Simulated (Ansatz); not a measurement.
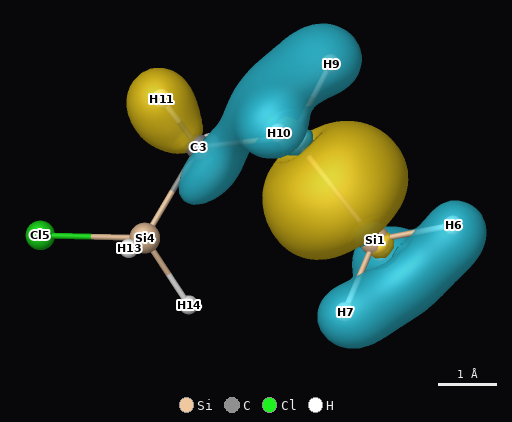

The picture shows: CH9ClSi3 (SMILES [SiH3][SiH2]C[SiH2]Cl). The HOMO at ±0.1 Å⁻³ᐟ² (yellow and cyan are the two phases), seen across its widest extent.

Theory: Ansatz 0.2.0, RKS B3LYP-D4/def2-SVP.

```xyz
14

Si   -1.4818    1.7090    0.1988
Si    0.4221    0.6880    1.1369
C     0.6178   -1.0970    0.5160
Si    0.6839   -1.3162   -1.3419
Cl    1.0174   -3.3216   -1.8085
H    -1.7495    3.0217    0.8581
H    -1.2790    1.9406   -1.2625
H    -2.6769    0.8296    0.3746
H     0.3041    0.6874    2.6265
H     1.6336    1.4824    0.7705
H     1.5378   -1.5214    0.9548
H    -0.2259   -1.6949    0.9032
H     1.7909   -0.5201   -1.9352
H    -0.6072   -0.9167   -1.9623
```

Where does this orbital lie, and at what energy?

Answer. By Hirshfeld shares it lies mainly on Si1 (about 35 %) and Si2 (about 35 %). Its energy is −8.08 eV.
